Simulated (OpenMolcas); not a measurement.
# Predicting a hybrid from its neighbours: CH

CH has 2 atoms, charge 0, and is taken as a doublet. SMILES: `[CH]`. The shape is that of a PBE0-D4/def2-TZVP optimisation.

The dipole moment y, in D, basis def2-TZVPPD; a is the functional's share of exact exchange. Programs: OpenMolcas 26.06.

| functional | program | a | y (D) |
| --- | --- | --- | --- |
| U-revPBE | OpenMolcas | 0 | 1.39 |
| UBLYP | OpenMolcas | 0 | 1.41 |
| UB3LYP | OpenMolcas | 0.2 | ? |
| UPBE0 | OpenMolcas | 0.25 | 1.46 |
| UBHLYP | OpenMolcas | 0.5 | 1.51 |

Task: Fit y = c + s·a to the known rows and predict UB3LYP.

Result: 
1. Means of the 4 rows: a = 0.1875, y = 1.442.
2. Σ(Δa)² = 0.17188, Σ(Δa·Δy) = 0.038125, so the slope is 0.038125/0.17188 = 0.22181.
3. Intercept: 1.442 − (0.22181) × 0.1875 = 1.400. The largest residual of the fit is 0.011.
4. UB3LYP: 1.400 + (0.22181) × 0.2 = 1.44 D.

The run gave 1.45 D, so the prediction is off by -0.01 D, within the largest residual. More exact exchange makes the molecule more polar here. The rows mix families of semi-local functionals, which the line can't see.

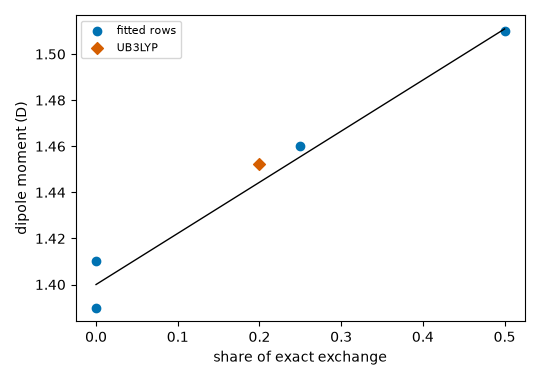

The fitted line, with the withheld row.
